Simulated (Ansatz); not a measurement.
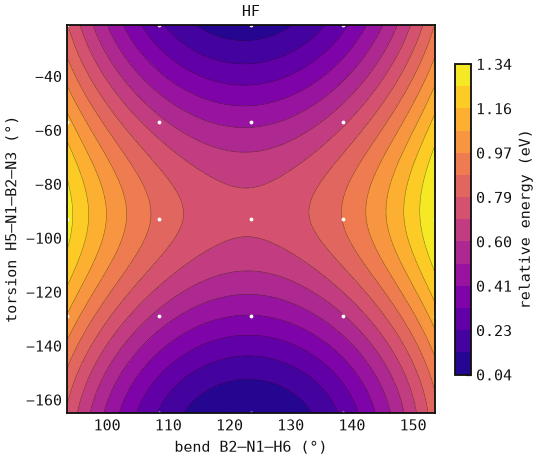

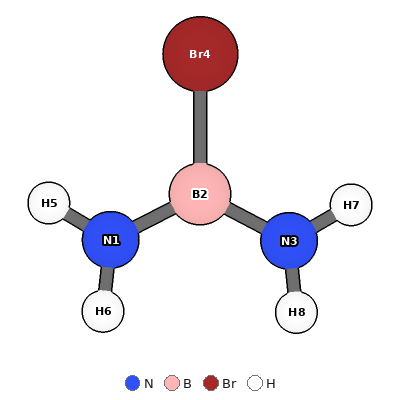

Energy landscape of BN₂H₄Br, SMILES NB(N)Br over the bend B2–N1–H6 and the torsion H5–N1–B2–N3. Method named on the plot, def2-TZVPP, the Ansatz code, cores frozen in correlated methods. A bend and then a torsion are set rigidly from the minimum (PBE0-D4/def2-TZVP); energies less that of the minimum; in a bend the first-named atom and what hangs on it turn. On heavy atoms the filled d shell below the valence is correlated. The map is drawn from 5 × 5 computed points, interpolated. Dots mark the computed points.

### Which computed point is the lowest, and which the highest?

Lowest at 124° and −165° (0.04 eV), highest at 154° and −93° (1.34 eV).

### Give the energies on the grid.

In eV; across: bend B2–N1–H6 (°), down: torsion H5–N1–B2–N3 (°).
```csv
,94,109,124,139,154
−165,0.77,0.22,0.04,0.25,0.84
−129,1.06,0.57,0.41,0.59,1.11
−93,1.28,0.85,0.71,0.88,1.34
−57,1.10,0.63,0.49,0.67,1.18
−21,0.79,0.25,0.08,0.30,0.88
```

Known limits of this run: no scalar relativity up to krypton.
